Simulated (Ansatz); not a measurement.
BHCl2F: several calculations on one system

Part 1: Relaxation

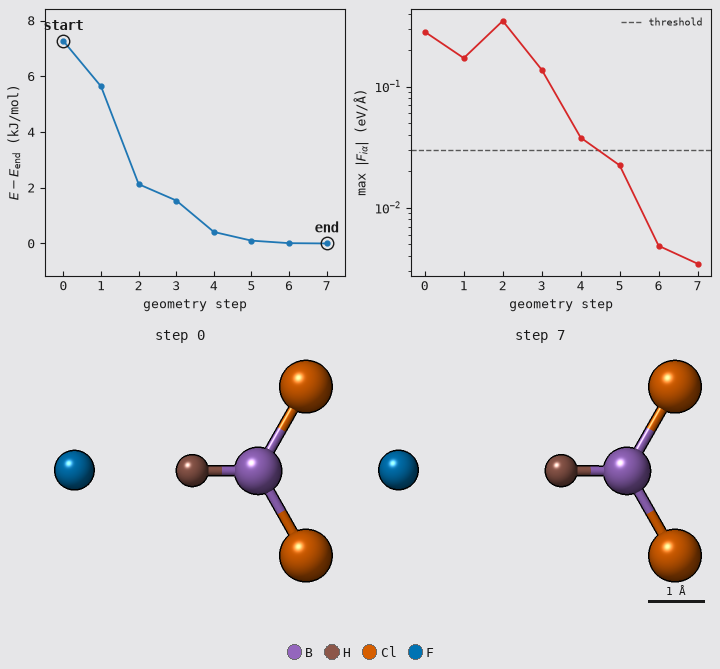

First and last geometry of a relaxation of BHCl₂F (multiplicity 2), with the history of the run. The picture is a ball-and-stick view, seen face on.

The run prepares an end point of a later path (reaction) calculation, from a guessed geometry.

Theory: UHF/def2-SVP in Ansatz.

Input file:
```yaml
crystal:
  periodic: [false, false, false]
  atoms:
    - { symbol: B, position_ang: [0.0, 0.0, -0.107411] }
    - { symbol: H, position_ang: [0.0, 0.0, 1.080912] }
    - { symbol: Cl, position_ang: [1.51951, 0.0, -0.970995] }
    - { symbol: Cl, position_ang: [-1.51951, 0.0, -0.970995] }
    - { symbol: F, position_ang: [0.0, 0.0, 3.208488] }
magnetization:
  spin_polarized: true
  initial_magnetization: 1
basis:
  gaussian: { orbitals: def2-SVP }
hamiltonian:
  xc: hf
relax:
  f_tol: 0.03
  max_steps: 50
```

Command:
```bash
ansatz run input.yaml --threads 1 --pin off --max-ram 2048MiB --backend cpu --events-out ev --progress --plain --runs-dir out
```

What do the curves and the structures tell?

Answer. It converged. F5 moves most after the best rigid fit: 0.65 Å. By element the largest moves are F 0.65 Å, Cl 0.16 Å, H 0.16 Å, B 0.16 Å. Over 7 geometry steps the energy falls by 7.26 kJ/mol. The largest force component goes from 0.28 to 0.0035 eV/Å. Cost: 31 s on 1 thread of Arm Neoverse V1, on a shared host, peak memory 0.2 GiB.

| step | E − E(0), kJ/mol | largest force component, eV/Å |
| --- | --- | --- |
| 0 | 0.00 | 0.2827 |
| 1 | -1.63 | 0.1715 |
| 2 | -5.13 | 0.3478 |
| 3 | -5.72 | 0.1376 |
| 4 | -6.85 | 0.0379 |
| 5 | -7.16 | 0.0224 |
| 6 | -7.25 | 0.0049 |
| 7 | -7.26 | 0.0035 |

Limits of the set-up: Hartree-Fock leaves out electron correlation.

Part 2: Relaxation

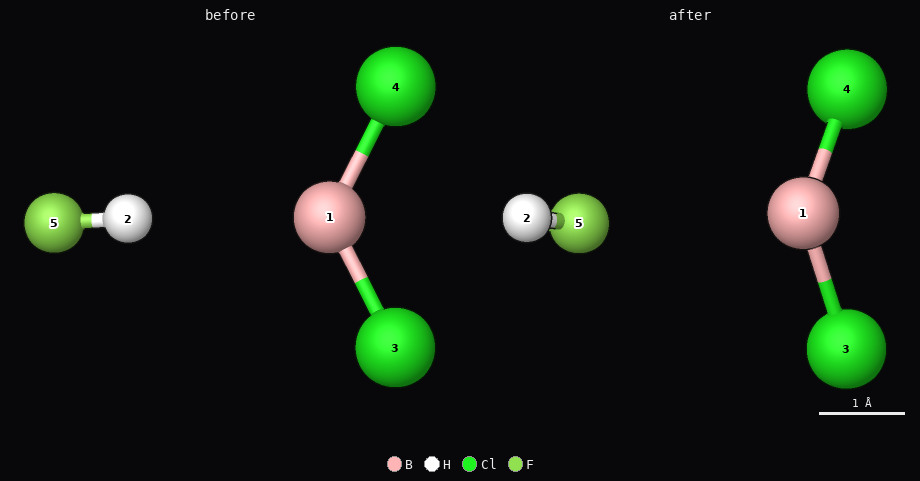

The structure of BHCl2F (multiplicity 2) before (left) and after (right) a relaxation, at one scale.

A ball-and-stick model, seen face on.

The run prepares an end point of a later path (reaction) calculation, from a guessed geometry.

Method: UHF/def2-SVP in Ansatz 0.2.0. (collinear spin; force threshold 0.03 eV/Å; at most 50 steps)

### Summarise the run.

After 26 accepted moves (36 points after the start) the energy has fallen by 1.56 kcal/mol. Largest force component: 0.38 eV/Å at the start, 0.00061 eV/Å at the end. The line search rejected the trial steps at points 2, 6, 9, 12, 18, 22, 26, 28 and more of the run. The forces were under the threshold at step 29, but the run went on from there. The atom that moves furthest after the best rigid fit is F5 (0.79 Å). By element the largest moves are F 0.79 Å, H 0.75 Å, B 0.48 Å, Cl 0.26 Å. Among the contacts that change: B1–Cl3 1.731 → 1.740 Å, H2–F5 0.908 → 0.902 Å. Bond angles that change, for instance: Cl3–B1–Cl4 126.5° → 124.2°. Cost: 53 s on 1 thread of Arm Neoverse V1, with other jobs on the host, peak memory 0.14 GiB.

Limits of the set-up: the start holds two separate molecules, 2.4 Å apart at their closest, whose relative position is a soft coordinate and is computed without a dispersion correction; Hartree-Fock leaves out electron correlation.

Part 3: Path

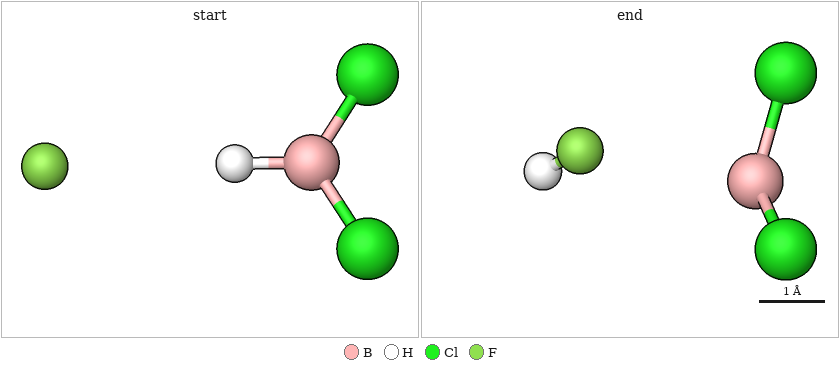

The two relaxed end points of a path for BHCl₂F (multiplicity 2), made up at the start of BHCl2 and F. A ball-and-stick model, seen at a tilt.

Computed with Ansatz, UHF/def2-SVP.

Settings: 5 movable images; climbing image; force threshold 0.05 eV/Å; iteration limit 60.

Start:
```xyz
5

B     0.0000    0.0000   -0.2672
H     0.0000    0.0000    0.9192
Cl    1.5192    0.0000   -1.1346
Cl   -1.5192    0.0000   -1.1346
F     0.0000    0.0000    3.8572
```

End:
```xyz
5

B    -0.0012    0.4046   -0.6191
H     0.0050    0.4889    2.6791
Cl    1.5370   -0.3110   -1.0063
Cl   -1.5391   -0.3110   -1.0070
F    -0.0017   -0.2714    2.1934
```

What barrier does the band find between them, and by what path?

The highest point, image 3, lies 20.9 kcal/mol above the start and 27.6 kcal/mol above the end; the end is at −6.7 kcal/mol relative to the start. A hydrogen atom shifts from one atom to another. Breaking: B1–H2 (1.19 → 1.32 at the top → 3.30 Å). Forming: H2–F5 (2.94 → 1.22 at the top → 0.90 Å). The band converged in 22 iterations. The largest component of the band force went from 140 to 0.045 eV/Å. The climbing image converged on the top of the path. Its vibrational analysis gives one imaginary mode (2678i cm⁻¹), as a transition state must have.

Energies of the converged images:

| image | path (Å) | E (kcal/mol) |
| --- | --- | --- |
| 0 | 0.00 | 0.0 |
| 1 | 0.59 | 0.2 |
| 2 | 1.19 | 2.8 |
| 3 | 1.78 | 20.9 |
| 4 | 2.46 | -3.9 |
| 5 | 3.13 | -5.9 |
| 6 | 3.81 | -6.7 |

The geometry at the top of the path:

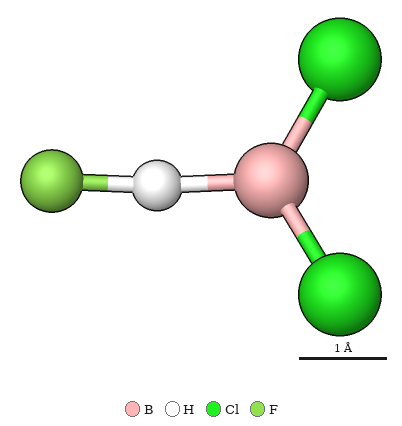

Limits of the set-up: the start holds two separate molecules, 2.9 Å apart at their closest, whose relative position is a soft coordinate and is computed without a dispersion correction; Hartree-Fock leaves out electron correlation.
